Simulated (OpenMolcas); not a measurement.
# BBrF2: frequencies at the given shape calculation (part 2 of 3)

The same run, continued: BBrF2; HF/cc-pVDZ-DK, RHF (OpenMolcas 26.06). The geometry comes from this level: GFN2-xTB. The settings are looser than a standard set-up, so the numbers are not reference values.

Geometry of the input (Å):
```
F  -0.2185  -1.3520  -0.1087
B  -0.1080  -0.0534  -0.0160
F  -1.2026  0.6486  -0.1426
Br 1.5291  0.7569  0.2672
```

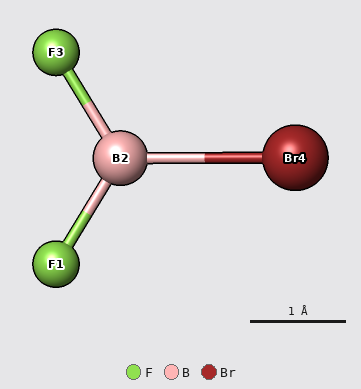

The input geometry (ball-and-stick view, seen on its broad side; atoms are numbered from 1 in the order of the input).

## Log, continued
```
                F1      B2      F3      BR4
      1s       2.0010  2.0033  2.0010  2.0001
      2s       1.9206  1.0925  1.9206  1.9967
      2px      1.8928  0.7886  1.7414  1.9999
      2pz      1.8277  0.4246  1.8267  1.9999
      2py      1.6909  0.6985  1.8433  1.9999
      3s       0.0000  0.0000  0.0000  2.0424
      3px      0.0000  0.0000  0.0000  2.0058
      3pz      0.0000  0.0000  0.0000  2.0044
      3py      0.0000  0.0000  0.0000  2.0047
      4s       0.0000  0.0000  0.0000  1.7355
      3d2+     0.0000  0.0000  0.0000  1.9898
      3d1+     0.0000  0.0000  0.0000  1.9898
      3d0      0.0000  0.0000  0.0000  1.9899
      3d1-     0.0000  0.0000  0.0000  1.9899
      3d2-     0.0000  0.0000  0.0000  1.9899
      4px      0.0000  0.0000  0.0000  1.5837
      4pz      0.0000  0.0000  0.0000  1.8259
      4py      0.0000  0.0000  0.0000  1.8296
      *s      -0.0660 -0.4775 -0.0661  0.0927
      *px      0.0005 -0.1611 -0.0801 -0.0832
      *pz      0.0180 -0.1066  0.0174  0.0343
      *py     -0.1136 -0.1136 -0.0325  0.0032
      *d2+     0.0028  0.1264  0.0015  0.0194
      *d1+     0.0000  0.0509  0.0010  0.0154
      *d0      0.0009  0.0153  0.0008  0.0151
      *d1-     0.0014  0.0637  0.0004  0.0115
      *d2-     0.0013  0.1295  0.0025  0.0232
      Total    9.1781  4.5345  9.1781 35.1092

      N-E     -0.1781  0.4655 -0.1781 -0.1092

      Total electronic charge=   58.000000

      Total            charge=   -0.000000
--

++    Molecular properties:
      ---------------------

      Charge (e):
                      =   -0.0000
      Dipole Moment (debye):
      Origin of the operator (angstrom)=    0.7230    0.3578    0.1262
                   X=  4.0810E-01               Y=  2.0229E-01               Z=  8.7057E-02           Total=  4.6373E-01
      Quadrupole Moment (debye*angstrom):
      Origin of the operator (angstrom)=    0.7230    0.3578    0.1262
                  XX= -3.4957E+01              XY=  4.5202E-01              XZ= -4.7962E-01              YY= -3.5673E+01
                  YZ= -1.6620E-01              ZZ= -3.1781E+01
      In traceless form (debye*angstrom)
                  XX= -1.2301E+00              XY=  6.7803E-01              XZ= -7.1942E-01              YY= -2.3043E+00
                  YZ= -2.4930E-01              ZZ=  3.5344E+00
--

--- Stop Module: scf /rc=_RC_ALL_IS_WELL_ ---
--- Module scf spent 1 second ---

--- Start Module: mckinley ---

                                             &MCKINLEY

                       available to each process: 1.9 GB of memory, 1 thread

                     Threshold for contributions to the gradient or Hessian: 1.000E-07

 **************************************************************************************************************************
 *                 All data is written to disk, and could be accessed through the MCLR or RASSI program.                  *
 **************************************************************************************************************************
--- Stop Module: mckinley /rc=_RC_INVOKED_OTHER_MODULE_ ---
--- Module mckinley spent 5 seconds ---

--- Start Module: mclr ---

                                               &MCLR

                       available to each process: 1.9 GB of memory, 1 thread

 Ordinary integral handling
 OrdInt status: non-squared

++   Wave function specifications:
     -----------------------------
     Wavefunction type:                          SCF
     Number of irreducible symmetry groups       1
     Number of basis functions                  69
     Number of occupied orbitals                29
     SCF energy =                 -2776.3446400756
--

     Convergence threshold=               1.0000E-04
     Max number of iterations in PCG:            200

++   Perturbation specifications:
     ----------------------------

     Number of perturbations in each symmetry     15
     Type of perturbation:                         Hessian
--

++   Perturbations:
     --------------

     -------------------------------------
      No.    Symmetry    Center Direction
     -------------------------------------
       1       a            F1         x
       2       a            F1         y
       3       a            F1         z
       4       a            B2         x
       5       a            B2         y
       6       a            B2         z
       7       a            F3         x
       8       a            F3         y
       9       a            F3         z
      10       a            BR4        x
      11       a            BR4        y
      12       a            BR4        z
      13       a            MLTPL  1 X
      14       a            MLTPL  1 Y
      15       a            MLTPL  1 Z
     -------------------------------------
--

     Linear response function is computed for Restricted Hartree-Fock wavefunction

 Process perturbation number                     1
        Iteration         Delta     Res(kappa) Res(CI)
            1          0.0031377   0.3878015   0.0000000   0.0000000   0.0251999
            2          0.0002712   0.1235826   0.0000000   0.0000000   0.0021777
            3          0.0000145   0.0292305   0.0000000   0.0000000   0.0001167
            4          0.0000008   0.0075273   0.0000000   0.0000000   0.0000067
            5          0.0000000   0.0014349   0.0000000   0.0000000   0.0000003
            6          0.0000000   0.0003998   0.0000000   0.0000000   0.0000000
            7          0.0000000   0.0001043   0.0000000   0.0000000   0.0000000
      Perturbation no:    1 converged in    7 steps.

 Process perturbation number                     2
        Iteration         Delta     Res(kappa) Res(CI)
            1          0.0067721   0.8545723   0.0000000   0.0000000   0.1061204
            2          0.0003037   0.1729655   0.0000000   0.0000000   0.0047596
            3          0.0000227   0.0467362   0.0000000   0.0000000   0.0003554
            4          0.0000024   0.0160807   0.0000000   0.0000000   0.0000381
            5          0.0000002   0.0043064   0.0000000   0.0000000   0.0000025
            6          0.0000000   0.0009565   0.0000000   0.0000000   0.0000001
            7          0.0000000   0.0002217   0.0000000   0.0000000   0.0000000
      Perturbation no:    2 converged in    7 steps.

 Process perturbation number                     3
        Iteration         Delta     Res(kappa) Res(CI)
            1          0.0022781   0.2845853   0.0000000   0.0000000   0.0147005
            2          0.0001053   0.0650412   0.0000000   0.0000000   0.0006795
            3          0.0000045   0.0139896   0.0000000   0.0000000   0.0000289
            4          0.0000004   0.0042053   0.0000000   0.0000000   0.0000028
            5          0.0000000   0.0009381   0.0000000   0.0000000   0.0000001
            6          0.0000000   0.0002469   0.0000000   0.0000000   0.0000000
      Perturbation no:    3 converged in    6 steps.

 Process perturbation number                     4
        Iteration         Delta     Res(kappa) Res(CI)
            1          0.0027724   0.8293596   0.0000000   0.0000000   0.0933646
            2          0.0002248   0.2251028   0.0000000   0.0000000   0.0075692
            3          0.0000100   0.0513746   0.0000000   0.0000000   0.0003370
            4          0.0000009   0.0143196   0.0000000   0.0000000   0.0000317
            5          0.0000001   0.0043024   0.0000000   0.0000000   0.0000023
            6          0.0000000   0.0011982   0.0000000   0.0000000   0.0000002
            7          0.0000000   0.0003187   0.0000000   0.0000000   0.0000000
      Perturbation no:    4 converged in    7 steps.

 Process perturbation number                     5
        Iteration         Delta     Res(kappa) Res(CI)
            1          0.0035115   0.9064403   0.0000000   0.0000000   0.1120615
            2          0.0002644   0.2265116   0.0000000   0.0000000   0.0084380
            3          0.0000131   0.0518780   0.0000000   0.0000000   0.0004196
            4          0.0000012   0.0157593   0.0000000   0.0000000   0.0000368
            5          0.0000001   0.0039154   0.0000000   0.0000000   0.0000019
            6          0.0000000   0.0011923   0.0000000   0.0000000   0.0000002
            7          0.0000000   0.0003010   0.0000000   0.0000000   0.0000000
      Perturbation no:    5 converged in    7 steps.

 Process perturbation number                     6
        Iteration         Delta     Res(kappa) Res(CI)
            1          0.0044803   0.6387858   0.0000000   0.0000000   0.0797550
            2          0.0001663   0.1270739   0.0000000   0.0000000   0.0029601
            3          0.0000056   0.0268703   0.0000000   0.0000000   0.0001002
            4          0.0000005   0.0076764   0.0000000   0.0000000   0.0000081
            5          0.0000000   0.0018874   0.0000000   0.0000000   0.0000005
            6          0.0000000   0.0004583   0.0000000   0.0000000   0.0000000
            7          0.0000000   0.0001210   0.0000000   0.0000000   0.0000000
      Perturbation no:    6 converged in    7 steps.

 Process perturbation number                     7
        Iteration         Delta     Res(kappa) Res(CI)
            1          0.0063947   0.7532738   0.0000000   0.0000000   0.0869602
            2          0.0003026   0.1681072   0.0000000   0.0000000   0.0041153
            3          0.0000214   0.0429612   0.0000000   0.0000000   0.0002906
            4          0.0000021   0.0141114   0.0000000   0.0000000   0.0000289
            5          0.0000001   0.0038308   0.0000000   0.0000000   0.0000020
            6          0.0000000   0.0009481   0.0000000   0.0000000   0.0000001
            7          0.0000000   0.0001941   0.0000000   0.0000000   0.0000000
      Perturbation no:    7 converged in    7 steps.

 Process perturbation number                     8
        Iteration         Delta     Res(kappa) Res(CI)
            1          0.0045412   0.5590099   0.0000000   0.0000000   0.0457326
            2          0.0003158   0.1486255   0.0000000   0.0000000   0.0031803
            3          0.0000181   0.0341753   0.0000000   0.0000000   0.0001819
            4          0.0000015   0.0101906   0.0000000   0.0000000   0.0000151
            5          0.0000001   0.0027657   0.0000000   0.0000000   0.0000012
            6          0.0000000   0.0006904   0.0000000   0.0000000   0.0000001
            7          0.0000000   0.0001950   0.0000000   0.0000000   0.0000000
      Perturbation no:    8 converged in    7 steps.

 Process perturbation number                     9
        Iteration         Delta     Res(kappa) Res(CI)
            1          0.0023269   0.2895537   0.0000000   0.0000000   0.0151050
            2          0.0001125   0.0677893   0.0000000   0.0000000   0.0007305
            3          0.0000051   0.0149937   0.0000000   0.0000000   0.0000334
            4          0.0000005   0.0043493   0.0000000   0.0000000   0.0000030
            5          0.0000000   0.0009997   0.0000000   0.0000000   0.0000001
            6          0.0000000   0.0002802   0.0000000   0.0000000   0.0000000
      Perturbation no:    9 converged in    6 steps.

 Process perturbation number                    10
        Iteration         Delta     Res(kappa) Res(CI)
            1          0.0038799   0.5505874   0.0000000   0.0000000   0.0433497
            2          0.0001376   0.0963146   0.0000000   0.0000000   0.0015375
            3          0.0000089   0.0279811   0.0000000   0.0000000   0.0000990
            4          0.0000005   0.0059166   0.0000000   0.0000000   0.0000059
            5          0.0000000   0.0017464   0.0000000   0.0000000   0.0000005
            6          0.0000000   0.0004555   0.0000000   0.0000000   0.0000000
            7          0.0000000   0.0001149   0.0000000   0.0000000   0.0000000
      Perturbation no:   10 converged in    7 steps.

 Process perturbation number                    11
        Iteration         Delta     Res(kappa) Res(CI)
            1          0.0026637   0.3188242   0.0000000   0.0000000   0.0151817
            2          0.0001440   0.0677857   0.0000000   0.0000000   0.0008208
            3          0.0000095   0.0202241   0.0000000   0.0000000   0.0000543
            4          0.0000006   0.0048781   0.0000000   0.0000000   0.0000037
            5          0.0000000   0.0012181   0.0000000   0.0000000   0.0000002
            6          0.0000000   0.0003223   0.0000000   0.0000000   0.0000000
      Perturbation no:   11 converged in    6 steps.

 Process perturbation number                    12
        Iteration         Delta     Res(kappa) Res(CI)
            1          0.0020580   0.2080526   0.0000000   0.0000000   0.0075292
            2          0.0000882   0.0398925   0.0000000   0.0000000   0.0003228
            3          0.0000057   0.0112850   0.0000000   0.0000000   0.0000209
            4          0.0000005   0.0033109   0.0000000   0.0000000   0.0000017
            5          0.0000000   0.0006362   0.0000000   0.0000000   0.0000001
            6          0.0000000   0.0001251   0.0000000   0.0000000   0.0000000
      Perturbation no:   12 converged in    6 steps.

 Process perturbation number                    13
        Iteration         Delta     Res(kappa) Res(CI)
            1          0.0729076   3.8337112   0.0000000   0.0000000   2.4904683
            2          0.0026565   0.8046374   0.0000000   0.0000000   0.0907445
            3          0.0001998   0.1999116   0.0000000   0.0000000   0.0068253
            4          0.0000207   0.0704780   0.0000000   0.0000000   0.0007072
            5          0.0000017   0.0179602   0.0000000   0.0000000   0.0000595
            6          0.0000001   0.0053204   0.0000000   0.0000000   0.0000030
            7          0.0000000   0.0007801   0.0000000   0.0000000   0.0000001
            8          0.0000000   0.0002691   0.0000000   0.0000000   0.0000000
      Perturbation no:   13 converged in    8 steps.

 Process perturbation number                    14
        Iteration         Delta     Res(kappa) Res(CI)
            1          0.0602207   3.2874662   0.0000000   0.0000000   1.6382620
            2          0.0033733   0.7840806   0.0000000   0.0000000   0.0917694
            3          0.0001698   0.1632346   0.0000000   0.0000000   0.0046203
            4          0.0000119   0.0465049   0.0000000   0.0000000   0.0003233
            5          0.0000013   0.0133056   0.0000000   0.0000000   0.0000340
            6          0.0000001   0.0041986   0.0000000   0.0000000   0.0000014
            7          0.0000000   0.0004954   0.0000000   0.0000000   0.0000000
            8          0.0000000   0.0001445   0.0000000   0.0000000   0.0000000
      Perturbation no:   14 converged in    8 steps.

 Process perturbation number                    15
        Iteration         Delta     Res(kappa) Res(CI)
            1          0.0322199   1.8346210   0.0000000   0.0000000   0.7109075
            2          0.0005398   0.2662363   0.0000000   0.0000000   0.0119106
            3          0.0000369   0.0662981   0.0000000   0.0000000   0.0008145
            4          0.0000021   0.0176378   0.0000000   0.0000000   0.0000469
            5          0.0000001   0.0044547   0.0000000   0.0000000   0.0000021
            6          0.0000000   0.0013740   0.0000000   0.0000000   0.0000003
            7          0.0000000   0.0003394   0.0000000   0.0000000   0.0000000
      Perturbation no:   15 converged in    7 steps.

      ************************************
      * Harmonic frequencies in cm-1     *
      * Intensities in km/mole           *
      * No correction due to curvilinear *
      * representations has been done    *
      ************************************

    Symmetry a
   ==============

                        1         2         3         4         5         6

     Frequency:       i68.56    i65.09    i64.23      0.01      0.02      0.02

     Intensity:    3.747E-05 1.449E-02 3.856E-03 3.072E-11 9.027E-11 6.736E-11
     Red. mass:     18.99953  23.54820  24.97321  31.98112  31.98109  31.98103

     F1         x   -0.10975   0.54514  -0.08938   0.47508   0.15563  -0.00864
     F1         y   -0.03550  -0.32003  -0.03407  -0.15586   0.47471  -0.01898
     F1         z    0.69169   0.07357   0.60753   0.00230   0.02071   0.49959
     B2         x   -0.00175   0.14002  -0.05478   0.47508   0.15563  -0.00863
     B2         y    0.00460  -0.28430  -0.02066  -0.15585   0.47471  -0.01898
     B2         z   -0.00303   0.00467   0.37698   0.00229   0.02072   0.49957
     F3         x    0.10611  -0.07824  -0.08719   0.47508   0.15563  -0.00863
     F3         y    0.04702  -0.62906  -0.03289  -0.15586   0.47471  -0.01898
     F3         z   -0.70337  -0.05805   0.59027   0.00229   0.02074   0.49955
     BR4        x    0.00112  -0.13193   0.05015   0.47508   0.15563  -0.00863
     BR4        y   -0.00340   0.26814   0.01900  -0.15585   0.47471  -0.01897
     BR4        z    0.00322  -0.00439  -0.34094   0.00229   0.02072   0.49956

                        7         8         9        10        11        12

     Frequency:       315.31    396.38    601.52    700.65   1325.32   1487.74

     Intensity:    3.195E+00 7.774E+00 7.063E+01 3.604E+01 6.037E+02 3.651E+02
     Red. mass:     18.29179  24.49182  11.78892  17.66723  12.48757  12.44198
```
